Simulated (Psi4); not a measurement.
# USVWN5/cc-pVTZ run of PH2 (SMILES [PH2])

Aim: the vertical doublet–quartet gap of PH2 at USVWN5/cc-pVTZ, from 2 runs. 

Program for the calculation: Psi4 1.11.

1 further run of the same task is left out (set aside as unsound or not needed).

## 1. The system as given

The species is PH2 (3 atoms), meant as a doublet with charge 0. SMILES: `[PH2]`. The coordinates come from a PBE0-D4/def2-TZVP relaxation.

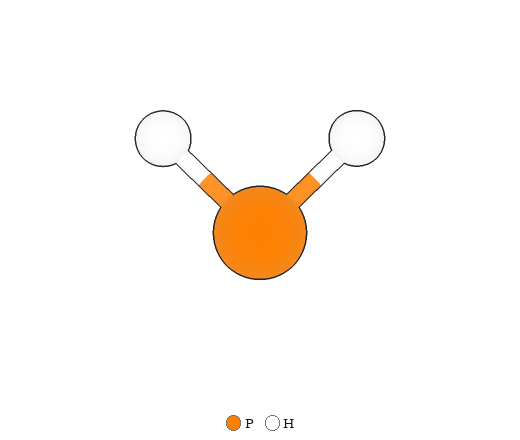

Viewed from a chosen angle; phosphorus orange, hydrogen white.

## 2. Energy and gradient at USVWN5/cc-pVTZ

File calc.py:

```python
import psi4

psi4.set_memory(1600000000)
psi4.set_num_threads(1)
psi4.set_output_file('output.dat', False)

m = psi4.geometry("""
0 2
P      0.99348572    -0.58462457     0.48794618
H      0.21663820     1.98702812     0.33400909
H     -1.21012392    -1.40240355    -0.82197417
units bohr
symmetry c1
no_reorient
no_com
""")

psi4.set_options({
    'basis': 'cc-pVTZ',
    'reference': 'uks',
    'puream': True,
    'e_convergence': 1e-09,
    'd_convergence': 1e-08,
    'scf_type': 'pk',
    'dft_radial_points': 99,
    'dft_spherical_points': 590,
    'maxiter': 100,
})

result, w = psi4.gradient("scf", dft_functional={"name": "SVWN5", "x_functionals": {"LDA_X": {}}, "c_functionals": {"LDA_C_VWN": {}}}, molecule=m, return_wfn=True)
psi4.oeprop(w, "QUADRUPOLE", "MAYER_INDICES", "LOWDIN_CHARGES", title="SCF")
print('gradient / Eh bohr^-1')
print(result.np.round(6))
print(f'energy = {w.energy():.10f} Eh')
for k, v in sorted(psi4.core.scalar_variables().items()):
    print(f'{k:45s} {v:18.10f}')
```

Run with:

```
$ python calc.py
```

output.dat:

```text
[...]
  Running in c1 symmetry.
[...]
  Nuclear repulsion =   11.408385686419805
[...]
  Multiplicity = 2
[...]
  Nalpha       = 9
  Nbeta        = 8
[...]
    Number of basis functions: 62
[...]
   @UKS iter   1:  -341.16616732285422   -1.92508e-01   5.61571e-03 ADIIS/DIIS
[...]
   @UKS iter  10:  -341.22650344606166   -1.70530e-13   1.78721e-09 DIIS
[...]
   @S^2 Observed:                7.523534365E-01
[...]
    Orbital Energies [Eh]
    ---------------------
    Alpha Occupied:
       1A    -76.033377     2A     -6.291017     3A     -4.544551
       4A     -4.539424     5A     -4.536128     6A     -0.580096
       7A     -0.350760     8A     -0.279394     9A     -0.218552
    Alpha Virtual:
      10A     -0.010678    11A      0.005412    12A      0.151613
      13A      0.162307    14A      0.205725    15A      0.210072
      16A      0.218072    17A      0.233710    18A      0.240087
      19A      0.321568    20A      0.376948    21A      0.463352
      22A      0.535138    23A      0.722229    24A      0.759198
      25A      0.789458    26A      0.835895    27A      0.992847
[...]
  @UKS Final Energy:  -341.22650344606166
   => Energetics <=
    Nuclear Repulsion Energy =             11.4083856864198054
    One-Electron Energy =                -495.4751176165680135
    Two-Electron Energy =                 165.4316045670038307
    DFT Exchange-Correlation Energy =     -22.5913760829172894
    Empirical Dispersion Energy =           0.0000000000000000
    VV10 Nonlocal Energy =                  0.0000000000000000
    Total Energy =                       -341.2265034460616562
[...]
  -Total Gradient:
     Atom            X                  Y                   Z
    ------   -----------------  -----------------  -----------------
       1       -0.007195099057     0.004232834698    -0.003534014022
       2        0.002368875135    -0.005034256785     0.000771626314
       3        0.004826372965     0.000801334384     0.002762460910
[...]
 Multipole Moments:
 ------------------------------------------------------------------------------------
     Multipole            Electronic (a.u.)      Nuclear  (a.u.)        Total (a.u.)
 ------------------------------------------------------------------------------------
 L = 1.  Multiply by 2.5417464519 to convert [e a0] to [Debye]
 Dipole X            :        -14.1233862           13.9088001           -0.2145861
 Dipole Y            :          8.3110178           -8.1847440            0.1262738
 Dipole Z            :         -6.9366221            6.8312276           -0.1053945
 Magnitude           :                                                    0.2703706
 L = 2.  Multiply by 1.3450342976 to convert [e a0^2] to [Debye ang]
 Quadrupole XX       :        -27.9622428           16.3165401          -11.6457027
 Quadrupole XY       :          7.1340057           -6.5846942            0.5493115
[...]
```

On the terminal:

```text
gradient / Eh bohr^-1
[[-0.007195  0.004233 -0.003534]
 [ 0.002369 -0.005034  0.000772]
 [ 0.004826  0.000801  0.002762]]
energy = -341.2265034461 Eh
CURRENT ENERGY                                   -341.2265034461
CURRENT REFERENCE ENERGY                         -341.2265034461
DD SOLVATION ENERGY                                 0.0000000000
DFT FUNCTIONAL TOTAL ENERGY                      -341.2265034461
DFT TOTAL ENERGY                                 -341.2265034461
DFT VV10 ENERGY                                     0.0000000000
DFT XC ENERGY                                     -22.5913760829
GRID ELECTRONS ALPHA                                9.0000000473
GRID ELECTRONS BETA                                 8.0000000487
GRID ELECTRONS TOTAL                               17.0000000960
NUCLEAR REPULSION ENERGY                           11.4083856864
ONE-ELECTRON ENERGY                              -495.4751176166
PCM POLARIZATION ENERGY                             0.0000000000
PE ENERGY                                           0.0000000000
SCF ITERATION ENERGY                             -341.2265034461
SCF ITERATIONS                                     10.0000000000
SCF TOTAL ENERGY                                 -341.2265034461
TWO-ELECTRON ENERGY                               165.4316045670
XC GRID RADIAL POINTS                              99.0000000000
XC GRID SPHERICAL POINTS                          590.0000000000
XC GRID TOTAL POINTS                           167702.0000000000
```

Wall time 10 s (1 thread of Intel Xeon at 2.70GHz, shared host); peak memory 0.5 GiB.

## 3. The quartet, same level

File run.py:

```python
import psi4

psi4.set_memory(1600000000)
psi4.set_num_threads(1)
psi4.core.set_output_file('output.dat', False)

m = psi4.geometry("""
0 4
P      0.525730    -0.309370     0.258210
H      0.114640     1.051490     0.176750
H     -0.640370    -0.742120    -0.434970
units angstrom
symmetry c1
no_reorient
no_com
""")

psi4.set_options({
    'basis': 'cc-pVTZ',
    'reference': 'uks',
    'puream': True,
    'e_convergence': 1e-09,
    'd_convergence': 1e-08,
    'scf_type': 'pk',
    'dft_radial_points': 99,
    'dft_spherical_points': 590,
    'maxiter': 100,
})

e_tot, wfn = psi4.gradient('scf', dft_functional={"name": "SVWN5", "x_functionals": {"LDA_X": {}}, "c_functionals": {"LDA_C_VWN": {}}}, return_wfn=True)
psi4.oeprop(wfn, 'LOWDIN_CHARGES', 'QUADRUPOLE', 'WIBERG_LOWDIN_INDICES', title='SCF')
print('gradient / Eh bohr^-1')
print(e_tot.np.round(6))
print(f'energy = {wfn.energy():.10f} Eh')
```

Run with:

```
$ python run.py
```

output.dat, shortened:

```text
[...]
  Running in c1 symmetry.
[...]
  Nuclear repulsion =   11.408385682516982
[...]
  Multiplicity = 4
[...]
  Nalpha       = 10
  Nbeta        = 7
[...]
    Number of basis functions: 62
[...]
   @UKS iter   1:  -340.95206105737856    2.15980e-02   4.78977e-03 ADIIS/DIIS
[...]
   @UKS iter  10:  -340.99687664565931   -4.65548e-11   3.51730e-09 DIIS
[...]
   @S^2 Observed:                3.751316184E+00
[...]
  @UKS Final Energy:  -340.99687664565931
   => Energetics <=
    Nuclear Repulsion Energy =             11.4083856825169825
    One-Electron Energy =                -494.5355175653086803
    Two-Electron Energy =                 164.7236493325564766
    DFT Exchange-Correlation Energy =     -22.5933940954241379
    Empirical Dispersion Energy =           0.0000000000000000
    VV10 Nonlocal Energy =                  0.0000000000000000
    Total Energy =                       -340.9968766456593130
[...]
  -Total Gradient:
     Atom            X                  Y                   Z
    ------   -----------------  -----------------  -----------------
       1       -0.040709598095     0.023956743007    -0.019994507766
       2        0.007224850948    -0.043171135970    -0.000640939760
       3        0.033484897179     0.019214304680     0.020635521216
[...]
 Multipole Moments:
 ------------------------------------------------------------------------------------
     Multipole            Electronic (a.u.)      Nuclear  (a.u.)        Total (a.u.)
 ------------------------------------------------------------------------------------
 L = 1.  Multiply by 2.5417464519 to convert [e a0] to [Debye]
 Dipole X            :        -13.9063634           13.9088000            0.0024366
 Dipole Y            :          8.1833000           -8.1847440           -0.0014440
 Dipole Z            :         -6.8300320            6.8312277            0.0011956
 Magnitude           :                                                    0.0030744
 L = 2.  Multiply by 1.3450342976 to convert [e a0^2] to [Debye ang]
 Quadrupole XX       :        -28.1231584           16.3165400          -11.8066184
 Quadrupole XY       :          6.2235064           -6.5846941           -0.3611878
[...]
```

Standard output:

```text
gradient / Eh bohr^-1
[[-0.04071   0.023957 -0.019995]
 [ 0.007225 -0.043171 -0.000641]
 [ 0.033485  0.019214  0.020636]]
energy = -340.9968766457 Eh
```

It took 10 s on 1 thread of Intel Xeon at 2.70GHz, shared host; peak memory 0.5 GiB.

## 4. Results

Level: USVWN5/cc-pVTZ.

```
                                        quantity          value
                           doublet: total energy  -341.22650 Eh
                          doublet: dipole moment         0.69 D
     doublet: HOMO energy (highest over α and β)       -5.95 eV
      doublet: LUMO energy (lowest over α and β)       -4.61 eV
                                   doublet: ⟨S²⟩          0.752
               doublet: largest force on an atom     0.466 eV/Å
                           quartet: total energy  -340.99688 Eh
                          quartet: dipole moment         0.01 D
     quartet: HOMO energy (highest over α and β)       -1.44 eV
                                   quartet: ⟨S²⟩          3.751
               quartet: largest force on an atom     2.638 eV/Å
vertical energy of the quartet above the doublet       6.248 eV
```

At this shape the quartet lies 6.25 eV (144 kcal/mol) above the doublet. The largest force (doublet) is 0.47 eV/Å: the shape isn't a stationary point for this species at this level.
